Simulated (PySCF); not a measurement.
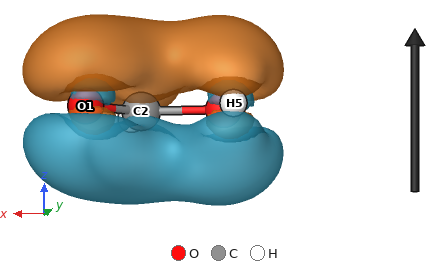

*CH$_{2}$O$_{2}$, SMILES `O=CO`. Change of the electron density in a uniform field of 0.41 V/Å along +z (arrow), surfaces at ±0.0015 e/Å³ (light blue: gain, orange: loss).*

Level of theory: LDA (SVWN)/aug-cc-pVDZ (PySCF), at a geometry from GFN2-xTB. No frequency check shows the geometry to be a minimum.

Cartesian coordinates (Å):

```
O1       1.1284    0.2627    0.0000
C2       0.1311   -0.3916    0.0000
O3      -1.1021    0.0853    0.0000
H4       0.1002   -1.4918    0.0000
H5      -1.0975    1.0580    0.0000
```

Question: How large is the response?

Answer: The induced dipole is 0.33 D (along the field); α along this axis, from the fields in both directions, is 16 bohr³ (2.4 Å³).

Question: Which atoms gain and lose the most charge?

Answer: Hardly any: no atom's Hirshfeld charge changes by as much as 0.002 e. The density shifts from one side of each atom to the other; 0.041 electrons are displaced in all.

Run time: 6.1 s on 1 thread of Intel(R) Xeon(R) 6975P-C (Granite Rapids), with other jobs on the host, peak memory 0.2 GiB.
